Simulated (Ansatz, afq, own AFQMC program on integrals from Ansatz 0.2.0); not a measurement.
# AlSiH (triplet): quantum Monte Carlo beside coupled cluster at distance Si1–Al2 = 2.390 Å, 6-31G, part 2 of 2

Ansatz 0.2.0, Gaussian basis, and an in-house AFQMC program (afq) on its integrals; all values are calculated; 6-31G, frozen cores.

## Step 14: Phaseless AFQMC, CISD trial on UHF

It reads the integrals that the CCSD(T) run on this determinant wrote.

Started as:

```console
> afq ham --method phaseless --trial cisd --walkers 4000 --populations 20 --least-time 60 --time-step 0.005 --steps-per-block 50 --equilibration-blocks 28 --max-blocks 4000 --target-error 0.00017 --factor-cut 1e-05 --start spin_pure --seed 6472 --release-times 0.24,0.51,0.99,1.62,2.4 --release-step 0.03 --release-every 3 --taylor-order 6
```

The program printed:

```text
orbitals 18  electrons 5 3  factors 111 of 310
reference energy -531.28745885 Eh
CCSD correlation -0.09075176 Eh in 13 cycles, weight of the determinant in the CISD state 0.8722
energy of the start -531.377576 Eh
 block  time / (1/Eh)  mean weight  energy / Eh
     1     0.250  0.9999  -531.377136
     2     0.500  1.0000  -531.377256
     3     0.750  1.0000  -531.377626
     4     1.000  1.0000  -531.378137
     5     1.250  0.9999  -531.378494
     6     1.500  1.0000  -531.379028
     7     1.750  0.9999  -531.379324
     8     2.000  1.0000  -531.379532
     9     2.250  1.0001  -531.380097
    10     2.500  0.9999  -531.380412
    11     2.750  1.0000  -531.380590
    12     3.000  0.9999  -531.380677
    13     3.250  0.9999  -531.380810
    14     3.500  0.9999  -531.380986
    15     3.750  1.0000  -531.381082
    16     4.000  1.0000  -531.381319
    17     4.250  1.0001  -531.381381
    18     4.500  1.0000  -531.381208
    19     4.750  1.0000  -531.381489
    20     5.000  1.0000  -531.381736
    21     5.250  1.0001  -531.381776
    22     5.500  0.9999  -531.381572
    23     5.750  1.0000  -531.381649
    24     6.000  0.9999  -531.381646
    25     6.250  0.9999  -531.381812
    26     6.500  1.0000  -531.381875
    27     6.750  0.9999  -531.381813
    28     7.000  1.0000  -531.381875
    29     7.250  1.0001  -531.381588
    30     7.500  1.0000  -531.381572
    31     7.750  1.0000  -531.381666
    32     8.000  1.0000  -531.381747
    33     8.250  1.0001  -531.381578
    34     8.500  0.9998  -531.381783
    35     8.750  1.0001  -531.381852
    36     9.000  1.0000  -531.381951
    37     9.250  1.0001  -531.381577
    38     9.500  1.0000  -531.381495
    39     9.750  1.0000  -531.381666
    40    10.000  1.0001  -531.381898
    41    10.250  0.9999  -531.381711
    42    10.500  1.0000  -531.381701
    43    10.750  1.0000  -531.381605
    44    11.000  0.9998  -531.381506
    45    11.250  0.9999  -531.381525
    46    11.500  0.9999  -531.381597
    47    11.750  0.9999  -531.381654
    48    12.000  0.9999  -531.381840
    49    12.250  1.0001  -531.381740
    50    12.500  1.0000  -531.381845
    51    12.750  0.9999  -531.381738
    52    13.000  1.0000  -531.381655
    53    13.250  0.9999  -531.381817
    54    13.500  1.0002  -531.381961
    55    13.750  1.0000  -531.381769
    56    14.000  1.0000  -531.381832
    57    14.250  1.0000  -531.381757
    58    14.500  1.0001  -531.381641
    59    14.750  1.0000  -531.381768
    60    15.000  1.0000  -531.381979
    61    15.250  1.0000  -531.381573
    62    15.500  1.0001  -531.381879
    63    15.750  1.0000  -531.381945
    64    16.000  1.0000  -531.381927
    65    16.250  1.0002  -531.381732
    66    16.500  1.0001  -531.381741
    67    16.750  1.0002  -531.381734
    68    17.000  1.0000  -531.381725
    69    17.250  1.0000  -531.381741
    70    17.500  1.0000  -531.381627
    71    17.750  0.9999  -531.381657
    72    18.000  1.0000  -531.381526
    73    18.250  1.0000  -531.381462
    74    18.500  1.0001  -531.381413
    75    18.750  0.9999  -531.381398
    76    19.000  1.0001  -531.381175
    77    19.250  0.9999  -531.381354
    78    19.500  1.0001  -531.381129
error from the spread of 20 populations
released: time / (1/Eh)  energy / Eh  error  mean overlap
  0.24  -531.381748  0.000082  1.0008
  0.51  -531.381763  0.000076  1.0006
  0.99  -531.381904  0.000069  1.0010
  1.62  -531.381986  0.000049  1.0007
  2.40  -531.382036  0.000043  1.0021
energy -531.381675 +/- 0.000100 Eh
```

Wall time 48 s (1 × NVIDIA H100 80GB HBM3 with 2 threads of AMD EPYC 7R13 (Zen 3), shared host); peak host memory 1.4 GiB.

Energy -14459.6320 ± 0.0027 eV. Caveats: constraint bias not in the error.

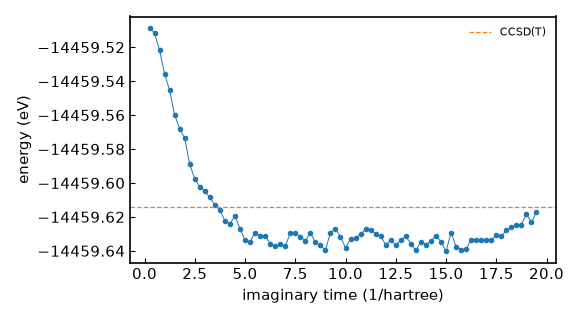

Block energies along the walk.

## Step 15: Phaseless AFQMC, single-determinant trial on UHF

It reads the integrals that the CCSD(T) run on this determinant wrote.

Started as:

```console
> afq ham --method phaseless --trial hf --walkers 4000 --populations 20 --least-time 40 --time-step 0.005 --steps-per-block 20 --equilibration-blocks 112 --max-blocks 4000 --target-error 0.0008500000000000001 --factor-cut 1e-05 --start spin_pure --seed 6695 --taylor-order 6
```

The program printed:

```text
orbitals 18  electrons 5 3  factors 111 of 310
reference energy -531.28745885 Eh
CCSD correlation -0.09075176 Eh in 13 cycles, weight of the determinant in the CISD state 0.8722
energy of the start -531.288001 Eh
 block  time / (1/Eh)  mean weight  energy / Eh
     1     0.100  1.0003  -531.296811
     2     0.200  1.0001  -531.304846
     3     0.300  1.0003  -531.311551
     4     0.400  1.0003  -531.317983
     5     0.500  1.0004  -531.323188
     6     0.600  1.0003  -531.328359
     7     0.700  1.0004  -531.332459
     8     0.800  1.0004  -531.336343
     9     0.900  1.0001  -531.339388
    10     1.000  1.0000  -531.342235
    13     1.300  1.0002  -531.349666
    17     1.700  1.0001  -531.357209
    21     2.100  1.0000  -531.362112
    25     2.500  1.0001  -531.367758
    29     2.900  1.0002  -531.371117
    33     3.300  0.9998  -531.372705
    37     3.700  1.0000  -531.374161
    41     4.100  1.0000  -531.375797
    45     4.500  1.0000  -531.375439
    49     4.900  0.9999  -531.375710
    53     5.300  1.0000  -531.377700
    57     5.700  1.0001  -531.376779
    61     6.100  1.0000  -531.378739
    65     6.500  1.0001  -531.378067
    69     6.900  1.0000  -531.377018
    73     7.300  1.0001  -531.377330
    77     7.700  0.9999  -531.377475
    81     8.100  1.0001  -531.378963
    85     8.500  1.0001  -531.379424
    89     8.900  1.0000  -531.378323
    93     9.300  1.0000  -531.376576
    97     9.700  1.0000  -531.379018
   101    10.100  0.9999  -531.380748
   105    10.500  1.0001  -531.380195
   109    10.900  1.0000  -531.381967
   113    11.300  0.9998  -531.380464
   117    11.700  1.0000  -531.378922
   121    12.100  1.0000  -531.379462
   125    12.500  0.9999  -531.380554
   129    12.900  1.0002  -531.379048
   133    13.300  1.0001  -531.381237
   137    13.700  1.0001  -531.381993
   141    14.100  1.0000  -531.381324
   145    14.500  1.0000  -531.381278
   149    14.900  1.0000  -531.379154
   153    15.300  1.0001  -531.379018
   157    15.700  0.9999  -531.380446
   161    16.100  1.0001  -531.378860
   165    16.500  1.0000  -531.381148
   169    16.900  1.0001  -531.379664
   173    17.300  1.0001  -531.380069
   177    17.700  0.9999  -531.380458
   181    18.100  1.0001  -531.380663
   185    18.500  0.9998  -531.377993
   189    18.900  0.9999  -531.377590
error from the spread of 20 populations
energy -531.379977 +/- 0.000680 Eh
```

Wall time 28 s (1 × NVIDIA H100 80GB HBM3 with 2 threads of AMD EPYC 7R13 (Zen 3), shared host); peak host memory 1.4 GiB.

Energy -14459.5858 ± 0.0185 eV. Caveats: constraint bias not in the error.

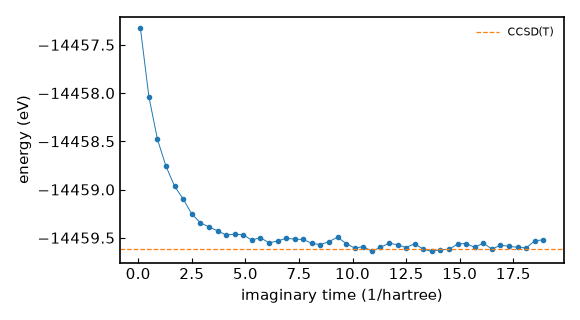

Block energies along the walk.

## Step 16: Free-projection AFQMC, CISD trial on UHF

It reads the integrals that the CCSD(T) run on this determinant wrote.

Started as:

```console
> afq ham --method free --trial cisd --walkers 4000 --time-step 0.03 --max-blocks 4000 --target-error 0.00034 --factor-cut 1e-05 --seed 5612 --times 0,0.3,0.6,1.2,1.8,2.4,3.6,4.8,6 --taylor-order 8
```

The program printed:

```text
orbitals 18  electrons 5 3  factors 111 of 310
reference energy -531.28745885 Eh
CCSD correlation -0.09075176 Eh in 13 cycles, weight of the determinant in the CISD state 0.8722
repeat  energy at the last time / Eh  error
    10  -531.382053  0.000058
    20  -531.382054  0.000042
    30  -531.382071  0.000040
time / (1/Eh)  energy / Eh  error  mean overlap
  0.00  -531.378215  0.000019  1.1463
  0.30  -531.379401  0.000022  1.1468
  0.60  -531.380166  0.000024  1.1475
  1.20  -531.381016  0.000024  1.1493
  1.80  -531.381425  0.000029  1.1527
  2.40  -531.381691  0.000032  1.1545
  3.60  -531.381923  0.000027  1.1596
  4.80  -531.382060  0.000042  1.1620
  6.00  -531.382069  0.000039  1.1683
energy -531.382069 +/- 0.000039 Eh
```

Wall time 21 s (1 × NVIDIA H100 80GB HBM3 with 2 threads of AMD EPYC 7R13 (Zen 3), shared host); peak host memory 1.4 GiB.

Energy -14459.6427 ± 0.0011 eV. Caveats: remainder of the start not in the error.

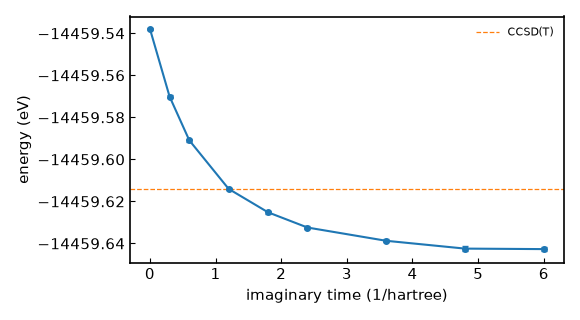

Energy against projection time, with error bars.

## Step 17: Phaseless AFQMC, CID trial on UHF (settings varied)

It reads the integrals that the CCSD(T) run on this determinant wrote.

Started as:

```console
> afq ham --method phaseless --trial cid --walkers 160 --populations 1 --least-time 40 --time-step 0.04 --steps-per-block 10 --equilibration-blocks 15 --max-blocks 150 --target-error 0.00068 --factor-cut 1e-05 --start determinant --seed 6776 --release-times 0.3,0.6,0.9,1.2 --release-step 0.1 --release-every 2 --taylor-order 6
```

The program printed:

```text
orbitals 18  electrons 5 3  factors 111 of 310
reference energy -531.28745885 Eh
CCSD correlation -0.09075176 Eh in 13 cycles, weight of the determinant in the CISD state 0.8722
energy of the start -531.377894 Eh
 block  time / (1/Eh)  mean weight  energy / Eh
     1     0.400  0.9980  -531.376061
     2     0.800  1.0007  -531.376068
     3     1.200  1.0001  -531.376036
     4     1.600  0.9970  -531.377059
     5     2.000  1.0023  -531.377149
     6     2.400  0.9983  -531.377998
     7     2.800  1.0025  -531.378702
     8     3.200  1.0031  -531.378698
     9     3.600  0.9978  -531.379763
    10     4.000  0.9995  -531.379637
    11     4.400  0.9961  -531.380144
    13     5.200  1.0006  -531.379661
    15     6.000  0.9994  -531.380017
    17     6.800  1.0001  -531.380466
    19     7.600  0.9968  -531.379976
    21     8.400  0.9980  -531.379592
    23     9.200  1.0008  -531.380953
    25    10.000  1.0003  -531.380671
    27    10.800  1.0005  -531.380917
    29    11.600  1.0003  -531.382726
    31    12.400  0.9972  -531.381555
    33    13.200  1.0002  -531.382760
    35    14.000  0.9993  -531.381980
    37    14.800  0.9990  -531.382934
    39    15.600  0.9994  -531.378365
    41    16.400  0.9991  -531.381583
    43    17.200  1.0082  -531.381628
    45    18.000  1.0000  -531.380546
    47    18.800  1.0010  -531.382366
    49    19.600  1.0046  -531.382036
    51    20.400  1.0011  -531.381484
    53    21.200  0.9975  -531.380918
    55    22.000  0.9994  -531.382811
    57    22.800  0.9968  -531.383217
    59    23.600  0.9971  -531.381753
    61    24.400  1.0049  -531.381051
    63    25.200  1.0018  -531.382089
    65    26.000  0.9979  -531.381424
    67    26.800  1.0025  -531.381345
    69    27.600  1.0060  -531.381182
    71    28.400  0.9935  -531.380976
    73    29.200  0.9993  -531.381515
    75    30.000  1.0050  -531.382514
    77    30.800  1.0049  -531.380266
    79    31.600  0.9974  -531.380325
    81    32.400  0.9971  -531.381034
    83    33.200  1.0014  -531.381628
    85    34.000  0.9995  -531.381417
    87    34.800  0.9967  -531.382440
    89    35.600  0.9983  -531.381923
    91    36.400  0.9986  -531.382837
    93    37.200  1.0037  -531.383839
    95    38.000  1.0079  -531.385869
    97    38.800  1.0021  -531.381523
    99    39.600  0.9954  -531.382731
   101    40.400  0.9993  -531.383444
   103    41.200  0.9999  -531.382573
   105    42.000  1.0057  -531.382320
   107    42.800  1.0011  -531.381778
   109    43.600  0.9968  -531.381612
   111    44.400  1.0013  -531.381750
   113    45.200  0.9998  -531.382200
   115    46.000  0.9969  -531.382947
blocks merged  error / Eh  count
     1  0.000123  100
     2  0.000156  50
     4  0.000191  25
     8  0.000254  12
released: time / (1/Eh)  energy / Eh  error  mean overlap
  0.30  -531.382025  0.000206  0.9972
  0.60  -531.382183  0.000211  0.9962
  0.90  -531.382214  0.000218  0.9959
  1.20  -531.382276  0.000211  0.9957
energy -531.381756 +/- 0.000191 Eh
```

It took 9.2 s on 1 × NVIDIA H100 80GB HBM3 with 2 threads of AMD EPYC 7R13 (Zen 3), shared host; peak host memory 1.4 GiB.

Energy -14459.6342 ± 0.0052 eV. Caveats: constraint bias not in the error. The error still grows with block length (0.0042 to 0.0069 eV), so the bar may be too small.

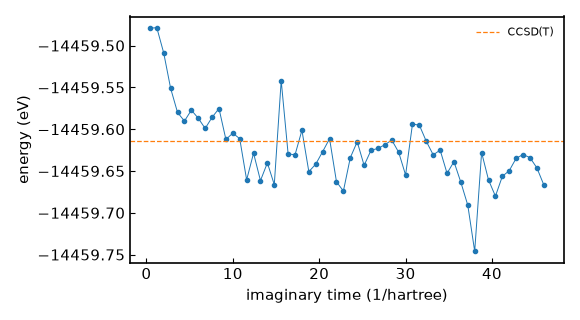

Block energies along the walk.

## Step 18: Phaseless AFQMC, first-order trial on UHF (settings varied)

It reads the integrals that the CCSD(T) run on this determinant wrote.

Started as:

```console
> afq ham --method phaseless --trial mp1 --walkers 40 --populations 1 --least-time 40 --time-step 0.01 --steps-per-block 10 --equilibration-blocks 60 --max-blocks 400 --target-error 0.00068 --factor-cut 1e-05 --start determinant --seed 8491 --taylor-order 4
```

The program printed:

```text
orbitals 18  electrons 5 3  factors 111 of 310
reference energy -531.28745885 Eh
CCSD correlation -0.09075176 Eh in 13 cycles, weight of the determinant in the CISD state 0.8722
energy of the start -531.351326 Eh
 block  time / (1/Eh)  mean weight  energy / Eh
     1     0.100  0.9994  -531.353216
     2     0.200  1.0001  -531.355034
     3     0.300  0.9995  -531.356527
     4     0.400  1.0010  -531.357658
     5     0.500  0.9984  -531.359071
     6     0.600  1.0010  -531.361098
     7     0.700  0.9975  -531.362839
     8     0.800  1.0004  -531.364470
     9     0.900  1.0015  -531.365748
    10     1.000  1.0006  -531.366435
    12     1.200  1.0005  -531.367605
    23     2.300  0.9991  -531.372573
    34     3.400  1.0014  -531.379494
    45     4.500  1.0003  -531.383154
    56     5.600  1.0010  -531.389349
    67     6.700  1.0022  -531.388218
    78     7.800  0.9997  -531.383797
    89     8.900  1.0049  -531.389289
   100    10.000  0.9984  -531.379022
   111    11.100  1.0003  -531.378231
   122    12.200  1.0007  -531.381279
   133    13.300  0.9977  -531.383265
   144    14.400  0.9993  -531.379773
   155    15.500  1.0019  -531.381611
   166    16.600  0.9965  -531.384640
   177    17.700  0.9995  -531.382247
   188    18.800  1.0014  -531.383007
   199    19.900  1.0004  -531.377123
   210    21.000  0.9981  -531.375686
   221    22.100  0.9999  -531.376694
   232    23.200  1.0013  -531.381233
   243    24.300  0.9991  -531.380290
   254    25.400  1.0010  -531.382579
   265    26.500  0.9988  -531.381529
   276    27.600  0.9953  -531.381569
   287    28.700  1.0012  -531.386282
   298    29.800  1.0034  -531.390568
   309    30.900  0.9990  -531.385143
   320    32.000  1.0005  -531.378563
   331    33.100  1.0003  -531.377364
   342    34.200  1.0003  -531.374822
   353    35.300  1.0006  -531.380238
   364    36.400  1.0012  -531.382896
   375    37.500  0.9995  -531.380676
   386    38.600  0.9997  -531.375649
   397    39.700  1.0006  -531.382103
   408    40.800  1.0020  -531.391167
   419    41.900  1.0028  -531.390923
   430    43.000  1.0007  -531.387392
   441    44.100  1.0006  -531.385271
   452    45.200  0.9997  -531.377620
blocks merged  error / Eh  count
     1  0.000220  400
     2  0.000304  200
     4  0.000417  100
     8  0.000565  50
    16  0.000742  25
    32  0.000891  12
energy -531.381885 +/- 0.000742 Eh
```

It took 28 s on 1 × NVIDIA H100 80GB HBM3 with 2 threads of AMD EPYC 7R13 (Zen 3), shared host; peak host memory 1.4 GiB.

Energy -14459.6377 ± 0.0202 eV. The run doesn't count as converged. Caveats: constraint bias not in the error; error not settled. The error still grows with block length (0.0154 to 0.0243 eV), so the bar may be too small.

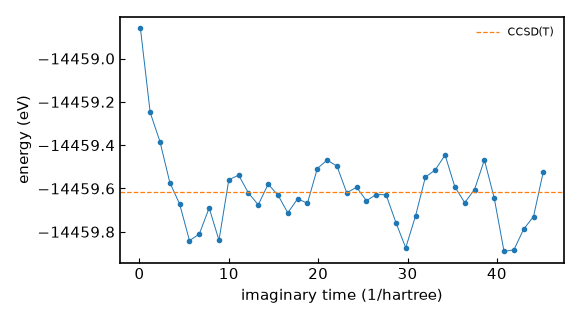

Block energies along the walk.

## Step 19: All levels side by side

The full CI on restricted orbitals is not used as the yardstick for these unrestricted rows.

On the UHF determinant, counted from CCSDTQ (a yardstick, not exact):

```csv
level,energy (eV),from CCSDTQ (kJ/mol),statistical error (kJ/mol),time
HF,-14457.0683,+248.7,,
MP2,-14458.8062,+81.0,,
CCSD,-14459.5377,+10.4,,
CCSD(T),-14459.6142,+3.0,,
CCSDT(Q),-14459.6449,0.0,,
CCSDTQ,-14459.6453,0.0,,
"Phaseless AFQMC, CISD trial, step 0.005, 4000 walkers",-14459.6320,+1.3,0.3,48 s
"Phaseless AFQMC, single-determinant trial, step 0.005, 4000 walkers",-14459.5858,+5.7,1.8,28 s
"Free-projection AFQMC, CISD trial, step 0.03, 4000 walkers",-14459.6427,+0.3,0.1,21 s
"Phaseless AFQMC, CID trial, step 0.04, 160 walkers",-14459.6342,+1.1,0.5,9.2 s
```

The functionals' totals stand on their own zeros and serve differences with other points: PBE -14478.944 eV; r2SCAN -14485.038 eV; PBE0 -14480.159 eV; B3LYP -14487.661 eV; wB97M-V -14485.444 eV; B2PLYP -14479.192 eV.

## Step 20: Outcome

This closing draws on all 2 parts.

```
                                                    quantity              value
                                  CCSD(T) on UHF from CCSDTQ        +3.0 kJ/mol
              Phaseless AFQMC, CISD trial on UHF from CCSDTQ  +1.3 ± 0.3 kJ/mol
Phaseless AFQMC, single-determinant trial on UHF from CCSDTQ  +5.7 ± 1.8 kJ/mol
        Free-projection AFQMC, CISD trial on UHF from CCSDTQ  +0.3 ± 0.1 kJ/mol
```

In words: On UHF the phaseless walk with the CISD trial lies +1.3 kJ/mol from CCSDTQ, 5 times its error bar. Free projection has no constraint; at the last time it gives +0.3 ± 0.1 kJ/mol, and from a start that isn't spin pure other spins can mix in. Error bars are statistical and leave out the constraint, the time step and what remains of the start.
